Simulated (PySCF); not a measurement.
## Two runs on C8H7FO

System: C8H7FO.
Method of run A: GIAO PBE0/pcSseg-1 NMR shielding, non-relativistic, IEF-PCM chloroform (PySCF 2.14.0).

The geometry comes from this level: PBE0-D3(BJ)/def2-SVP. Text and figures count atoms from 1; the logs count them from 0 in places.

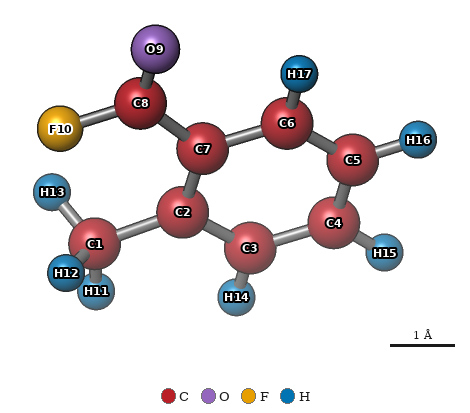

Fig. 1: The input geometry (ball-and-stick view, seen at a tilt; atoms are numbered from 1 in the order of the input). Bond lengths as drawn: C–C 1.39 to 1.50 Å, C–F 1.34 Å, C–H 1.09 to 1.10 Å and C–O 1.19 Å.

**Input file, run A**
```
{"job": {"kind": "nmr", "xc": "PBE0", "basis": "pcSseg-1", "solvent": "chloroform", "pop": true}, "charge": 0, "multiplicity": 1}
C     -1.767162    -1.246512    -0.079848
C     -0.424093    -0.575100    -0.047710
C      0.723159    -1.373638    -0.140242
C      2.006422    -0.836202    -0.114769
C      2.185528     0.540605     0.006439
C      1.068468     1.356761     0.100292
C     -0.228375     0.820232     0.076087
C     -1.307474     1.828320     0.187723
O     -1.172443     3.004194     0.281933
F     -2.543498     1.304723     0.181131
H     -1.644417    -2.328361    -0.222844
H     -2.321790    -1.082495     0.855796
H     -2.400802    -0.857031    -0.888439
H      0.598005    -2.454964    -0.237313
H      2.871692    -1.499284    -0.191048
H      3.187695     0.973472     0.027458
H      1.167610     2.439601     0.196371
```

The first line tells a small driver script what to run in PySCF; the rest is the geometry in Å.

Command:
```bash
OMP_NUM_THREADS=1 python <driver script> task.json out
```

Hardware: 1 CPU thread, shared host.

**Output (run A)**
```
coarse grid: 15200 points
cycle   1  E = -483.3377010790  dE =  1.756e+00  |g| = 8.936e-01  |ddm| = 4.119e+00
cycle   2  E = -482.9985494540  dE =  3.392e-01  |g| = 1.636e+00  |ddm| = 2.080e+00
cycle   3  E = -483.4808546261  dE = -4.823e-01  |g| = 2.171e-01  |ddm| = 1.524e+00
cycle   4  E = -483.4891829828  dE = -8.328e-03  |g| = 7.077e-02  |ddm| = 2.359e-01
cycle   5  E = -483.4898731122  dE = -6.901e-04  |g| = 2.095e-02  |ddm| = 5.705e-02
cycle   6  E = -483.4899650441  dE = -9.193e-05  |g| = 4.628e-03  |ddm| = 2.186e-02
cycle   7  E = -483.4899687128  dE = -3.669e-06  |g| = 1.767e-03  |ddm| = 4.681e-03
final grid: 150080 points
cycle   8  E = -483.5652406186  dE = -3.573e-05  |g| = 1.185e-02  |ddm| = 6.193e-02
cycle   9  E = -483.5651863924  dE =  5.423e-05  |g| = 2.088e-02  |ddm| = 2.849e-02
cycle  10  E = -483.5652688346  dE = -8.244e-05  |g| = 2.292e-03  |ddm| = 1.838e-02
cycle  11  E = -483.5652699551  dE = -1.121e-06  |g| = 3.108e-04  |ddm| = 2.064e-03
cycle  12  E = -483.5652699677  dE = -1.260e-08  |g| = 1.477e-04  |ddm| = 4.204e-04
cycle  13  E = -483.5652699715  dE = -3.731e-09  |g| = 3.926e-05  |ddm| = 1.579e-04
cycle  14  E = -483.5652699718  dE = -3.575e-10  |g| = 1.162e-05  |ddm| = 4.927e-05
converged SCF energy = -483.5652699718

GIAO shielding tensors (ppm)
atom      isotropic    diamagn.    paramagn.     s11        s22        s33       span
  0 C      158.906     244.646     -85.740    141.907    154.895    179.916     38.009
  1 C       34.114     257.411    -223.297    -57.483    -15.283    175.108    232.591
  2 C       46.174     252.777    -206.603    -57.966     42.404    154.084    212.050
  3 C       41.818     254.207    -212.388    -70.727     22.363    173.819    244.546
  4 C       52.306     254.596    -202.290    -55.016     34.931    177.003    232.019
  5 C       42.307     249.969    -207.663    -69.759     22.632    174.047    243.806
  6 C       57.331     262.201    -204.870    -31.146     48.862    154.278    185.425
  7 C       17.678     247.295    -229.617    -88.712     39.678    102.067    190.779
  8 O      -69.798     402.422    -472.220   -299.186   -176.366    266.157    565.342
  9 F      145.524     478.515    -332.991    -54.789    237.356    254.004    308.793
 10 H       28.961      28.668       0.293     23.607     28.631     34.644     11.037
 11 H       28.298      27.971       0.327     23.452     27.833     33.610     10.159
 12 H       28.259      28.120       0.139     23.158     28.240     33.380     10.222
 13 H       23.654      32.058      -8.405     19.848     23.116     27.997      8.149
 14 H       23.399      29.668      -6.269     20.202     23.673     26.321      6.119
 15 H       23.582      29.630      -6.047     20.095     24.420     26.233      6.138
 16 H       22.681      32.098      -9.417     18.325     22.311     27.408      9.083
```

The input of run B differs as follows (lines with − go, lines with + come):
```diff
-"solvent": "chloroform"
-"pop": true
+"solvent": "cyclohexane"
+"pop": false
```

Predict how the results change.

The total energy of run B is 1.6 kcal/mol higher: the change of the electrostatic solvation energy at this fixed geometry, without cavity or dispersion terms. The dipole moment goes from 4.50 to 4.15 D. Of all shieldings, the largest change is that of O9, by −9.2 ppm. The number of SCF iterations is the same.

**Output (run B)**
```
coarse grid: 15200 points
cycle   1  E = -483.3320249092  dE =  1.762e+00  |g| = 9.002e-01  |ddm| = 4.119e+00
cycle   2  E = -482.9612940678  dE =  3.707e-01  |g| = 1.689e+00  |ddm| = 2.164e+00
cycle   3  E = -483.4765949041  dE = -5.153e-01  |g| = 2.350e-01  |ddm| = 1.614e+00
cycle   4  E = -483.4864449579  dE = -9.850e-03  |g| = 7.444e-02  |ddm| = 2.607e-01
cycle   5  E = -483.4872105230  dE = -7.656e-04  |g| = 2.268e-02  |ddm| = 6.110e-02
cycle   6  E = -483.4873195736  dE = -1.091e-04  |g| = 5.300e-03  |ddm| = 2.431e-02
cycle   7  E = -483.4873246080  dE = -5.034e-06  |g| = 2.154e-03  |ddm| = 5.825e-03
final grid: 150080 points
cycle   8  E = -483.5626136708  dE = -3.376e-05  |g| = 1.226e-02  |ddm| = 6.172e-02
cycle   9  E = -483.5625494514  dE =  6.422e-05  |g| = 2.224e-02  |ddm| = 3.015e-02
cycle  10  E = -483.5626438153  dE = -9.436e-05  |g| = 2.356e-03  |ddm| = 1.974e-02
cycle  11  E = -483.5626450057  dE = -1.190e-06  |g| = 3.558e-04  |ddm| = 2.188e-03
cycle  12  E = -483.5626450239  dE = -1.822e-08  |g| = 1.732e-04  |ddm| = 4.890e-04
cycle  13  E = -483.5626450302  dE = -6.351e-09  |g| = 4.774e-05  |ddm| = 2.119e-04
cycle  14  E = -483.5626450308  dE = -5.746e-10  |g| = 1.362e-05  |ddm| = 6.239e-05
converged SCF energy = -483.5626450308

GIAO shielding tensors (ppm)
atom      isotropic    diamagn.    paramagn.     s11        s22        s33       span
  0 C      158.687     244.529     -85.842    141.347    155.056    179.658     38.311
  1 C       34.770     257.487    -222.716    -57.039    -13.739    175.089    232.128
  2 C       46.546     252.944    -206.398    -57.657     44.013    153.281    210.938
  3 C       42.634     254.276    -211.642    -69.839     24.503    173.238    243.078
  4 C       52.510     254.799    -202.289    -54.989     36.092    176.428    231.417
  5 C       42.162     250.031    -207.869    -69.909     22.424    173.972    243.882
  6 C       56.925     261.876    -204.951    -32.066     48.362    154.477    186.543
  7 C       18.445     247.183    -228.738    -89.142     39.782    104.694    193.836
  8 O      -78.955     402.183    -481.137   -313.404   -188.805    265.344    578.748
  9 F      145.140     478.445    -333.306    -55.645    237.287    253.777    309.422
 10 H       29.062      28.756       0.306     23.740     28.766     34.681     10.941
 11 H       28.302      27.979       0.323     23.455     27.843     33.608     10.153
 12 H       28.257      28.120       0.136     23.153     28.242     33.374     10.221
 13 H       23.773      32.157      -8.383     20.002     23.202     28.116      8.114
 14 H       23.523      29.750      -6.228     20.341     23.779     26.447      6.106
 15 H       23.675      29.713      -6.038     20.218     24.480     26.329      6.111
 16 H       22.687      32.064      -9.377     18.334     22.330     27.397      9.063
```

**The two runs side by side**

```tsv
quantity	run A	run B
outcome	converged	converged
total energy (hartree)	−483.565270	−483.562645
HOMO (eV)	−7.52	−7.56
LUMO (eV)	−1.85	−1.85
dipole moment (D)	4.50	4.15
shielding of C2 (ppm)	34.1	34.8
shielding of C3 (ppm)	46.2	46.5
shielding of C4 (ppm)	41.8	42.6
shielding of C7 (ppm)	57.3	56.9
shielding of C8 (ppm)	17.7	18.4
shielding of O9 (ppm)	−69.8	−79.0
shielding of F10 (ppm)	145.5	145.1
SCF iterations	14	14
basis functions	205	205
wall time (shared host)	60 s	55 s
```
